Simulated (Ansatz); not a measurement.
# CH$_{7}$BSi$_{2}$: nudged elastic band

- system: CH$_{7}$BSi$_{2}$, SMILES [SiH3][SiH]1BC1
- method: RKS CAM-B3LYP/def2-SVP (Ansatz 0.2.0)

It belongs to a series of runs on one base structure; here: band between the two ends. Figures and captions count atoms from 1; the log counts them from 0 in places.

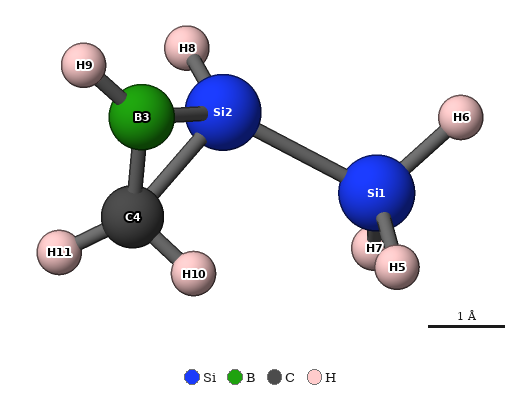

Figure 1. The input geometry (ball-and-stick view, seen at a tilt; atoms are numbered from 1 in the order of the input). Bond lengths as drawn: B–C 1.50 Å, B–H 1.20 Å, B–Si 1.92 Å, C–H 1.10 Å, C–Si 2.02 Å, H–Si 1.49 Å and Si–Si 2.33 Å.

**Results in brief**

| quantity | value |
| --- | --- |
| outcome | converged |
| barrier, forward | 0.049 eV |
| barrier, backward | 0.049 eV |
| hardware | 2 threads of Arm Neoverse V1, 24 GiB of memory available, shared host |
| wall time | 4.8 min (CPU time 9.3 min) |
| peak memory | 0.25 GiB |

The order of the saddle point was not checked.

**Input file**
```yaml
crystal:
  periodic: [false, false, false]
  atoms:
    - { symbol: Si, position_ang: [-1.276841, 1.487303, -0.085107] }
    - { symbol: Si, position_ang: [0.264566, 0.0115, 0.845577] }
    - { symbol: B, position_ang: [1.841261, -0.745649, 0.044857] }
    - { symbol: C, position_ang: [0.631654, -1.39694, -0.557183] }
    - { symbol: H, position_ang: [-0.998178, 1.601482, -1.544117] }
    - { symbol: H, position_ang: [-1.15224, 2.831253, 0.544315] }
    - { symbol: H, position_ang: [-2.673172, 1.005071, 0.10584] }
    - { symbol: H, position_ang: [-0.044558, -0.346861, 2.259178] }
    - { symbol: H, position_ang: [2.930239, -1.138399, 0.355141] }
    - { symbol: H, position_ang: [0.025776, -0.880502, -1.313427] }
    - { symbol: H, position_ang: [0.516994, -2.485257, -0.634474] }
basis:
  gaussian: { orbitals: def2-SVP }
hamiltonian:
  xc: cam_b3lyp
neb:
  order_check: false
  images: 5
  f_tol: 0.05
  max_iterations: 60
  final_atoms:
    - { symbol: Si, position_ang: [-1.35097464, 1.42371377, -0.04588127] }
    - { symbol: Si, position_ang: [0.0226663, -0.22770504, 0.85153756] }
    - { symbol: B, position_ang: [1.82729243, -0.68849013, 0.37109829] }
    - { symbol: C, position_ang: [0.89707519, -1.16733026, -0.70509199] }
    - { symbol: H, position_ang: [-2.69345546, 0.87976087, -0.3947081] }
    - { symbol: H, position_ang: [-0.71000214, 1.95831686, -1.27989377] }
    - { symbol: H, position_ang: [-1.53066205, 2.53262994, 0.93219874] }
    - { symbol: H, position_ang: [-0.61730499, -0.98238554, 1.96722506] }
    - { symbol: H, position_ang: [2.82900554, -1.1266835, 0.86205187] }
    - { symbol: H, position_ang: [0.47493027, -0.4680365, -1.43825858] }
    - { symbol: H, position_ang: [0.91693054, -2.19078947, -1.09967782] }
  initial_path:
    images:
      - { positions_ang: [[-1.276841, 1.487303, -0.085107], [0.264566, 0.0115, 0.845577], [1.841261, -0.745649, 0.044857], [0.631654, -1.39694, -0.557183], [-0.998178, 1.601482, -1.544117], [-1.15224, 2.831253, 0.544315], [-2.673172, 1.005071, 0.10584], [-0.044558, -0.346861, 2.259178], [2.930239, -1.138399, 0.355141], [0.025776, -0.880502, -1.313427], [0.516994, -2.485257, -0.634474]] }
      - { positions_ang: [[-1.23739178, 1.45426909, -0.07157305], [0.02823318, -0.18912072, 0.73025605], [1.74854868, -0.66842029, 0.131127], [0.67156824, -1.37972521, -0.58327923], [-1.41039493, 1.5063379, -1.39223509], [-0.79326438, 2.64576562, 0.18143137], [-2.36441663, 1.36205577, 0.45189965], [-0.2508222, -0.610602, 2.11803751], [2.83603669, -0.79737135, 0.47370954], [0.23119149, -0.90463292, -1.42751937], [0.60621264, -2.47555488, -0.59125437]] }
      - { positions_ang: [[-1.19794256, 1.42123518, -0.0580391], [-0.20809965, -0.38974144, 0.6149351], [1.65583635, -0.59119158, 0.21739701], [0.71148248, -1.36251041, -0.60937547], [-1.82261185, 1.4111938, -1.24035318], [-0.43428876, 2.46027823, -0.18145226], [-2.05566125, 1.71904054, 0.79795931], [-0.45708639, -0.87434301, 1.97689702], [2.74183438, -0.4563437, 0.59227808], [0.43660697, -0.92876385, -1.54161174], [0.69543127, -2.46585277, -0.54803475]] }
      - { positions_ang: [[-1.15849333, 1.38820127, -0.04450515], [-0.44443247, -0.59036215, 0.49961414], [1.56312403, -0.51396288, 0.30366701], [0.75139671, -1.34529562, -0.6354717], [-2.23482878, 1.31604971, -1.08847127], [-0.07531313, 2.27479085, -0.5443359], [-1.74690588, 2.07602531, 1.14401896], [-0.66335059, -1.13808401, 1.83575652], [2.64763207, -0.11531605, 0.71084662], [0.64202246, -0.95289477, -1.65570411], [0.78464991, -2.45615065, -0.50481512]] }
      - { positions_ang: [[-1.22265377, 1.40003877, -0.04496386], [-0.28873288, -0.46947645, 0.61692195], [1.65118016, -0.57213863, 0.3261441], [0.79995621, -1.28597383, -0.65867847], [-2.38770434, 1.17062009, -0.85721688], [-0.28687613, 2.16929952, -0.78952185], [-1.6748246, 2.22822685, 1.07341222], [-0.64800206, -1.08618452, 1.87957937], [2.7080899, -0.45243853, 0.76124837], [0.58632507, -0.79127535, -1.58322227], [0.82874345, -2.36769692, -0.70310269]] }
      - { positions_ang: [[-1.28681421, 1.41187627, -0.04542256], [-0.13303329, -0.34859074, 0.73422976], [1.7392363, -0.63031438, 0.3486212], [0.8485157, -1.22665204, -0.68188523], [-2.5405799, 1.02519048, -0.62596249], [-0.49843914, 2.06380819, -1.03470781], [-1.60274333, 2.3804284, 1.00280548], [-0.63265352, -1.03428503, 1.92340221], [2.76854772, -0.78956101, 0.81165012], [0.53062767, -0.62965592, -1.51074042], [0.872837, -2.2792432, -0.90139025]] }
      - { positions_ang: [[-1.35097464, 1.42371377, -0.04588127], [0.0226663, -0.22770504, 0.85153756], [1.82729243, -0.68849013, 0.37109829], [0.89707519, -1.16733026, -0.70509199], [-2.69345546, 0.87976087, -0.3947081], [-0.71000214, 1.95831686, -1.27989377], [-1.53066205, 2.53262994, 0.93219874], [-0.61730499, -0.98238554, 1.96722506], [2.82900554, -1.1266835, 0.86205187], [0.47493027, -0.4680365, -1.43825858], [0.91693054, -2.19078947, -1.09967782]] }
```

Run as:
```bash
ansatz run input.yaml --threads 2 --pin off --max-ram 3072MiB --backend cpu --events-out ev --progress --plain --runs-dir out
```

**Output**
```
Engine: ansatz 0.2.0, aarch64-unknown-linux-gnu
Functional definition: CAM-B3LYP
  parameter alpha = 0.19
  parameter beta = 0.46
  parameter omega = 0.33/bohr
  parameter ac = 0.81
  exchange = (1 - alpha - beta)*b88_x + beta*b88_x_sr(omega) + alpha*exact_x + beta*exact_x_lr(omega)
  correlation = (1 - ac)*vwn5_c + ac*lyp_c
1060 factors; integrals over basis functions are off by at most 3.7e-4 eV
414 factors; integrals over basis functions are off by at most 1.1e-6 eV
mean field evaluation 1: about -17568.7920 eV, gradient 3.9e1 eV
mean field evaluation 2: about -17567.7385 eV, gradient 4.3e1 eV
mean field evaluation 4: about -17572.9876 eV, gradient 7.7e-1 eV
mean field evaluation 8: about -17573.0004 eV, gradient 2.4e-2 eV
mean field evaluation 16: about -17573.0004 eV, gradient 4.4e-5 eV
mean field -17573.00040173 eV, -645.7958533560 hartree, gradient 4.4e-5 eV, S^2 0.000000; 0 other end points of the search recorded, 0 dependent functions left out
the calculation of the forces begins
reference -17573.00053804 eV, -645.7958583655 hartree; 23, 23 occupied and 76, 76 virtual orbitals, 1060 factors
1060 factors; integrals over basis functions are off by at most 5.6e-4 eV
414 factors; integrals over basis functions are off by at most 8.9e-7 eV
mean field evaluation 32: about -17573.0004 eV, gradient 4.4e-5 eV
mean field -17573.00035318 eV, -645.7958515718 hartree, gradient 4.4e-5 eV, S^2 0.000000; 0 other end points of the search recorded, 0 dependent functions left out
[... from here on the field's lines of each further geometry are left out, up to the last ...]
NEB iter   1: max|band force component| = 6.435e0 eV/Å  barrier→ = 2.3217 eV  barrier← = 2.3216 eV  Δτ_max = 0.1974 Å  (186 SCF iters)
NEB iter   2: max|band force component| = 2.517e0 eV/Å  barrier→ = 0.5709 eV  barrier← = 0.5708 eV  Δτ_max = 0.1987 Å  (161 SCF iters)
NEB iter   3: max|band force component| = 7.960e-1 eV/Å  barrier→ = 0.2959 eV  barrier← = 0.2958 eV  Δτ_max = 0.1950 Å  (157 SCF iters)
NEB iter   4: max|band force component| = 5.348e-1 eV/Å  barrier→ = 0.2005 eV  barrier← = 0.2005 eV  Δτ_max = 0.1976 Å  (155 SCF iters)
NEB iter   5: max|band force component| = 2.879e-1 eV/Å  barrier→ = 0.1396 eV  barrier← = 0.1395 eV  CI = image 3  Δτ_max = 0.1987 Å  (156 SCF iters)
NEB iter   6: max|band force component| = 1.372e-1 eV/Å  barrier→ = 0.1183 eV  barrier← = 0.1183 eV  CI = image 3  Δτ_max = 0.1902 Å  (156 SCF iters)
NEB iter   7: max|band force component| = 1.910e-1 eV/Å  barrier→ = 0.1010 eV  barrier← = 0.1009 eV  CI = image 3  Δτ_max = 0.0959 Å  (154 SCF iters)
NEB iter   8: max|band force component| = 1.494e-1 eV/Å  barrier→ = 0.0933 eV  barrier← = 0.0932 eV  CI = image 3  Δτ_max = 0.0960 Å  (159 SCF iters)
NEB iter   9: max|band force component| = 1.487e-1 eV/Å  barrier→ = 0.0861 eV  barrier← = 0.0860 eV  CI = image 3  Δτ_max = 0.0960 Å  (157 SCF iters)
NEB iter  10: max|band force component| = 1.738e-1 eV/Å  barrier→ = 0.0755 eV  barrier← = 0.0754 eV  CI = image 3  Δτ_max = 0.0481 Å  (159 SCF iters)
NEB iter  11: max|band force component| = 1.618e-1 eV/Å  barrier→ = 0.0680 eV  barrier← = 0.0679 eV  CI = image 3  Δτ_max = 0.0481 Å  (152 SCF iters)
NEB iter  12: max|band force component| = 1.589e-1 eV/Å  barrier→ = 0.0596 eV  barrier← = 0.0595 eV  CI = image 3  Δτ_max = 0.0958 Å  (154 SCF iters)
NEB iter  13: max|band force component| = 1.114e0 eV/Å  barrier→ = 0.0493 eV  barrier← = 0.0492 eV  CI = image 2  Δτ_max = 0.1922 Å  (147 SCF iters)
NEB iter  14: max|band force component| = 8.783e-1 eV/Å  barrier→ = 0.0544 eV  barrier← = 0.0544 eV  CI = image 3  Δτ_max = 0.1311 Å  (142 SCF iters)
NEB iter  15: max|band force component| = 6.796e-1 eV/Å  barrier→ = 0.0492 eV  barrier← = 0.0491 eV  CI = image 2  Δτ_max = 0.1133 Å  (154 SCF iters)
NEB iter  16: max|band force component| = 6.402e-1 eV/Å  barrier→ = 0.0485 eV  barrier← = 0.0484 eV  CI = image 3  Δτ_max = 0.1727 Å  (156 SCF iters)
NEB iter  17: max|band force component| = 2.278e-1 eV/Å  barrier→ = 0.0542 eV  barrier← = 0.0542 eV  CI = image 2  Δτ_max = 0.1570 Å  (155 SCF iters)
NEB iter  18: max|band force component| = 6.010e-1 eV/Å  barrier→ = 0.0476 eV  barrier← = 0.0476 eV  CI = image 3  Δτ_max = 0.1602 Å  (151 SCF iters)
NEB iter  19: max|band force component| = 1.042e-1 eV/Å  barrier→ = 0.0494 eV  barrier← = 0.0494 eV  CI = image 3  Δτ_max = 0.0356 Å  (155 SCF iters)
NEB iter  20: max|band force component| = 9.526e-2 eV/Å  barrier→ = 0.0493 eV  barrier← = 0.0493 eV  CI = image 3  Δτ_max = 0.1423 Å  (148 SCF iters)
NEB iter  21: max|band force component| = 2.731e-1 eV/Å  barrier→ = 0.0492 eV  barrier← = 0.0492 eV  CI = image 3  Δτ_max = 0.0710 Å  (132 SCF iters)
the calculation of the forces begins
reference -17572.98942555 eV, -645.7954499888 hartree; 23, 23 occupied and 76, 76 virtual orbitals, 1060 factors
1060 factors; integrals over basis functions are off by at most 3.9e-4 eV
414 factors; integrals over basis functions are off by at most 9.5e-7 eV
mean field -17572.95122981 eV, -645.7940463213 hartree, gradient 1.7e-5 eV, S^2 0.000000; 1 other end points of the search recorded, 0 dependent functions left out
the calculation of the forces begins
reference -17572.95136582 eV, -645.7940513195 hartree; 23, 23 occupied and 76, 76 virtual orbitals, 1060 factors
NEB iter  22: max|band force component| = 3.846e-2 eV/Å  barrier→ = 0.0492 eV  barrier← = 0.0491 eV  CI = image 3  Δτ_max = 0.0000 Å  (264 SCF iters)
```

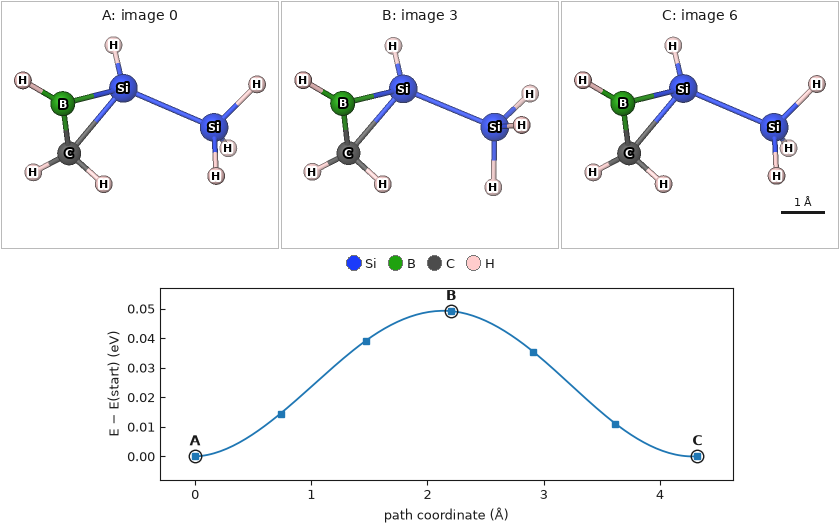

Figure 2. Images of the last band (counted from 0; ball-and-stick, seen at a tilt) above the energy along the path; the line is a cubic interpolation that uses the forces. The highest image is number 3, 0.049 eV above the start and 0.049 eV above the end (the climbing image); start and end have the same energy. The path is 4.32 Å long. The band converged in 22 iterations.

```
Total energy: -17572.95136582 eV, -645.7940513195 hartree
Atom 0 at    -1.294201     1.489791    -0.077292 Å, force     0.000968    -0.002901     0.000408 eV/Å
Atom 1 at     0.100988    -0.143181     0.850460 Å, force    -0.002119    -0.001270     0.004064 eV/Å
Atom 2 at     1.835784    -0.736733     0.266006 Å, force     0.005985    -0.006297     0.002973 eV/Å
Atom 3 at     0.786222    -1.295059    -0.651348 Å, force    -0.010977     0.012441    -0.014215 eV/Å
Atom 4 at    -1.904418     1.001086    -1.345912 Å, force    -0.001276     0.000069     0.001005 eV/Å
Atom 5 at    -0.532007     2.734116    -0.372160 Å, force     0.000275     0.000002    -0.001939 eV/Å
Atom 6 at    -2.379123     1.813772     0.890014 Å, force     0.000737     0.001943     0.000320 eV/Å
Atom 7 at    -0.458197    -0.736117     2.098726 Å, force    -0.000590    -0.000177    -0.001193 eV/Å
Atom 8 at     2.869371    -1.156942     0.703046 Å, force    -0.001603     0.000543    -0.000166 eV/Å
Atom 9 at     0.307728    -0.670814    -1.417584 Å, force     0.001199    -0.002024     0.001804 eV/Å
Atom 10 at     0.733353    -2.356917    -0.923356 Å, force     0.007402    -0.002330     0.006939 eV/Å
Dipole moment:    -0.139249     0.011601    -0.085576 e Å
this run last wrote the band of iteration 22 to [file]
```

**The last band as extended XYZ (Å, eV, eV/Å)**
```
11
Properties=species:S:1:pos:R:3:forces:R:3 image=0 energy=-17573.00040
Si   -1.2768    1.4873   -0.0851    0.0029  -0.0005  -0.0010
Si    0.2646    0.0115    0.8456    0.0097   0.0011  -0.0120
B     1.8413   -0.7456    0.0449   -0.0038  -0.0025   0.0138
C     0.6317   -1.3969   -0.5572   -0.0008   0.0101  -0.0010
H    -0.9982    1.6015   -1.5441   -0.0022   0.0014   0.0001
H    -1.1522    2.8313    0.5443    0.0020  -0.0023   0.0004
H    -2.6732    1.0051    0.1058   -0.0033  -0.0014  -0.0031
H    -0.0446   -0.3469    2.2592    0.0018  -0.0040   0.0049
H     2.9302   -1.1384    0.3551   -0.0053   0.0043  -0.0057
H     0.0258   -0.8805   -1.3134    0.0013   0.0004   0.0026
H     0.5170   -2.4853   -0.6345   -0.0023  -0.0066   0.0010
11
Properties=species:S:1:pos:R:3:forces:R:3 image=1 energy=-17572.98588
Si   -1.2903    1.4902   -0.0738    0.0102  -0.0067  -0.0038
Si    0.1923   -0.0576    0.8447    0.0136  -0.0010   0.0061
B     1.8452   -0.7309    0.1179   -0.0174  -0.0115  -0.0033
C     0.6834   -1.3751   -0.5870    0.0007   0.0362  -0.0153
H    -1.2683    1.3558   -1.5573    0.0133   0.0088  -0.0090
H    -0.8934    2.8781    0.2891   -0.0049   0.0101   0.0154
H    -2.6761    1.2560    0.4170   -0.0159  -0.0132  -0.0074
H    -0.1928   -0.5004    2.2151    0.0067   0.0086   0.0027
H     2.9337   -1.0984    0.4574    0.0023  -0.0053  -0.0012
H     0.1443   -0.8173   -1.3651   -0.0139  -0.0175   0.0039
H     0.5875   -2.4575   -0.7374    0.0053  -0.0085   0.0120
11
Properties=species:S:1:pos:R:3:forces:R:3 image=2 energy=-17572.96120
Si   -1.2890    1.4977   -0.0723   -0.0116  -0.0006  -0.0143
Si    0.1416   -0.1052    0.8432    0.0186  -0.0080   0.0162
B     1.8397   -0.7293    0.1872    0.0112   0.0007  -0.0020
C     0.7332   -1.3440   -0.6234   -0.0258  -0.0165  -0.0118
H    -1.5855    1.1588   -1.4922    0.0108   0.0062  -0.0159
H    -0.6675    2.8491   -0.0280   -0.0025   0.0162   0.0113
H    -2.5645    1.5414    0.6947   -0.0096  -0.0095  -0.0034
H    -0.3301   -0.6194    2.1601    0.0057   0.0032   0.0081
H     2.9052   -1.1157    0.5759    0.0014  -0.0040  -0.0049
H     0.2146   -0.7689   -1.4018   -0.0019   0.0068   0.0092
H     0.6678   -2.4214   -0.8228    0.0037   0.0056   0.0076
11
Properties=species:S:1:pos:R:3:forces:R:3 image=3 energy=-17572.95123
Si   -1.2942    1.4898   -0.0773    0.0010  -0.0029   0.0004
Si    0.1010   -0.1432    0.8505   -0.0021  -0.0013   0.0041
B     1.8358   -0.7367    0.2660    0.0060  -0.0063   0.0030
C     0.7862   -1.2951   -0.6513   -0.0110   0.0124  -0.0142
H    -1.9044    1.0011   -1.3459   -0.0013   0.0001   0.0010
H    -0.5320    2.7341   -0.3722    0.0003   0.0000  -0.0019
H    -2.3791    1.8138    0.8900    0.0007   0.0019   0.0003
H    -0.4582   -0.7361    2.0987   -0.0006  -0.0002  -0.0012
H     2.8694   -1.1569    0.7030   -0.0016   0.0005  -0.0002
H     0.3077   -0.6708   -1.4176    0.0012  -0.0020   0.0018
H     0.7334   -2.3569   -0.9234    0.0074  -0.0023   0.0069
11
Properties=species:S:1:pos:R:3:forces:R:3 image=4 energy=-17572.96500
Si   -1.3080    1.4688   -0.0809    0.0011  -0.0024   0.0016
Si    0.0776   -0.1601    0.8582   -0.0042  -0.0028  -0.0002
B     1.8333   -0.7244    0.3094    0.0026  -0.0014   0.0060
C     0.8224   -1.2551   -0.6638   -0.0020   0.0090  -0.0076
H    -2.2211    0.8776   -1.0991   -0.0129  -0.0035   0.0100
H    -0.4900    2.5241   -0.7396    0.0015  -0.0091  -0.0132
H    -2.1265    2.0918    0.9958    0.0092   0.0110   0.0040
H    -0.5209   -0.8019    2.0634   -0.0058  -0.0062  -0.0039
H     2.8499   -1.1587    0.7715   -0.0018  -0.0005   0.0046
H     0.3615   -0.6106   -1.4240    0.0056   0.0028   0.0002
H     0.7874   -2.3084   -0.9703    0.0069   0.0032  -0.0016
11
Properties=species:S:1:pos:R:3:forces:R:3 image=5 energy=-17572.98929
Si   -1.3273    1.4428   -0.0690   -0.0017  -0.0017   0.0004
Si    0.0512   -0.1871    0.8641    0.0012  -0.0005  -0.0010
B     1.8295   -0.7051    0.3432   -0.0066   0.0006  -0.0033
C     0.8554   -1.2085   -0.6808    0.0102  -0.0011   0.0012
H    -2.4894    0.8330   -0.7743   -0.0098  -0.0005   0.0121
H    -0.5431    2.2440   -1.0493   -0.0015  -0.0112  -0.0106
H    -1.8382    2.3415    1.0027    0.0102   0.0100   0.0004
H    -0.5704   -0.8851    2.0255   -0.0058  -0.0068  -0.0024
H     2.8381   -1.1446    0.8178   -0.0032  -0.0003   0.0076
H     0.4151   -0.5384   -1.4310    0.0037   0.0065   0.0015
H     0.8447   -2.2494   -1.0284    0.0034   0.0051  -0.0058
11
Properties=species:S:1:pos:R:3:forces:R:3 image=6 energy=-17573.00035
Si   -1.3510    1.4237   -0.0459   -0.0079   0.0021   0.0030
Si    0.0227   -0.2277    0.8515   -0.0001   0.0063   0.0122
B     1.8273   -0.6885    0.3711    0.0024  -0.0103  -0.0049
C     0.8971   -1.1673   -0.7051    0.0093  -0.0050   0.0153
H    -2.6935    0.8798   -0.3947    0.0025   0.0029  -0.0014
H    -0.7100    1.9583   -1.2799    0.0035  -0.0028   0.0018
H    -1.5307    2.5326    0.9322    0.0000  -0.0046  -0.0035
H    -0.6173   -0.9824    1.9672    0.0022   0.0013  -0.0045
H     2.8290   -1.1267    0.8621   -0.0068   0.0054  -0.0024
H     0.4749   -0.4680   -1.4383   -0.0069   0.0087  -0.0114
H     0.9169   -2.1908   -1.0997    0.0019  -0.0040  -0.0043
```
